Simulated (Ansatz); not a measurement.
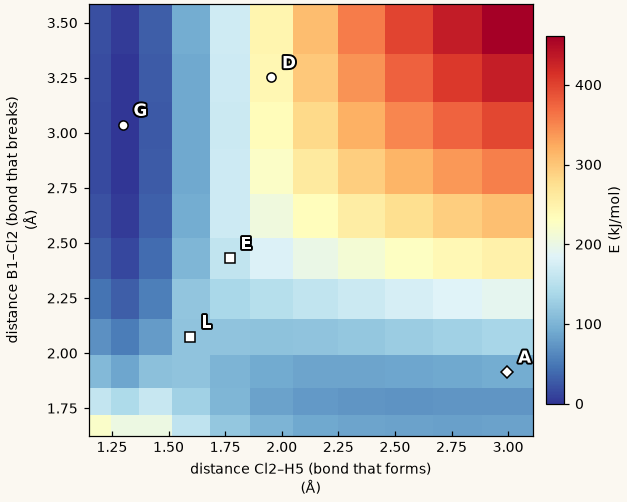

The reacting system BClF3H (fragments BClF₂ + FH where the first distance is long, BF₃ + ClH where the second is long). 
- Coordinates scanned: (1) distance Cl2–H5 (bond that forms); (2) distance B1–Cl2 (bond that breaks).
- Relaxed at each point: all other coordinates.
- Grid: 11 × 11 points.
- Points are written as (first, second).
- All energies are given in kJ/mol relative to the lowest grid point.
- Energies and slopes of some neighbouring points disagree (a jump in structure or state, or too coarse a mesh). The reference is spin-restricted, so regions where a bond is pulled apart into radicals lie too high.
- Theory: RKS CAM-B3LYP-D4/def2-SVP in Ansatz 0.2.0.

Drawn: one coloured cell a grid point, lettered points.

Question: Is L the lowest point of the computed grid?

Answer: No. L lies 116 kJ/mol above the lowest grid point, which is at (1.298 Å, 3.036 Å).

Question: Rank the lettered points by energy, lowest first.

Answer: G (0 kJ/mol), A (92 kJ/mol), L (116 kJ/mol), E (157 kJ/mol), D (242 kJ/mol).
